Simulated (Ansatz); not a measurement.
Input

```
basis:
  gaussian:
    orbitals: def2-SVPD
crystal:
  periodic: [false, false, false]
  atoms:
    - {symbol: C, position_ang: [-0.400000, 0.118044, -3.933076]}
    - {symbol: C, position_ang: [-0.273722, 0.592393, -2.587456]}
    - {symbol: C, position_ang: [0.387482, -0.077170, -1.622951]}
    - {symbol: N, position_ang: [-0.508847, -0.256700, -5.027056]}
    - {symbol: O, position_ang: [-0.312766, 2.035348, 0.068438]}
    - {symbol: Si, position_ang: [0.519763, 0.589929, 0.116696]}
    - {symbol: H, position_ang: [-0.752642, 1.553371, -2.368359]}
    - {symbol: H, position_ang: [0.854198, -1.035788, -1.880126]}
    - {symbol: H, position_ang: [1.954493, 0.776289, 0.485577]}
    - {symbol: H, position_ang: [-0.081941, -0.376726, 1.082497]}
    - {symbol: H, position_ang: [-0.376574, 2.564076, 0.871197]}
hamiltonian:
  xc: {name: PBE0}
output: {forces: true, orbitals: {seedname: orbitals}}
```

Command:

```sh
ansatz run input.yaml --threads 2 --pin off --max-ram 4350MiB --events-out events.jsonl --progress --plain --runs-dir runs
```

Geometry: B3LYP-D3(BJ)/def2-SVP.

These are results of Ansatz 0.2.0, isolated molecule in a Gaussian basis; Kohn-Sham density functional theory, functional PBE0, not measurements.

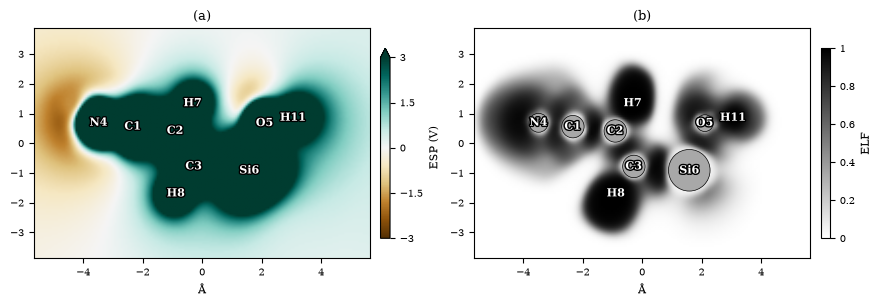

C₃H₅NOSi (SMILES N#C/C=C/[SiH2]O). (a) electrostatic potential; (b) electron localisation function on the plane of atoms C1, C2 and C3. Grey discs cover the atomic cores in the ELF map.

Question: What do the fields say about this system?

Answer: The plane passes through C, N, O, Si and H nuclei. C–N (1.16 Å): the ELF peaks at about 0.85 between the atoms; a multiple bond. C–C (1.35 Å): the ELF peaks at about 0.90 between the atoms; a covalent bond. Si–O (1.67 Å): the ELF peaks at about 0.90 between the atoms (a shared but strongly polarised pair). C–Si (1.87 Å): the ELF peaks at about 1 between the atoms (a covalent bond). O–H (0.96 Å): the ELF climbs to about 1 towards the hydrogen, as it does in any bond to H: a covalent bond by its length. The ELF also peaks beside N4 and O5, away from the bonds: lone-pair regions. Outside the dense part of the molecule the potential is most negative (−2.2 V) near N4.
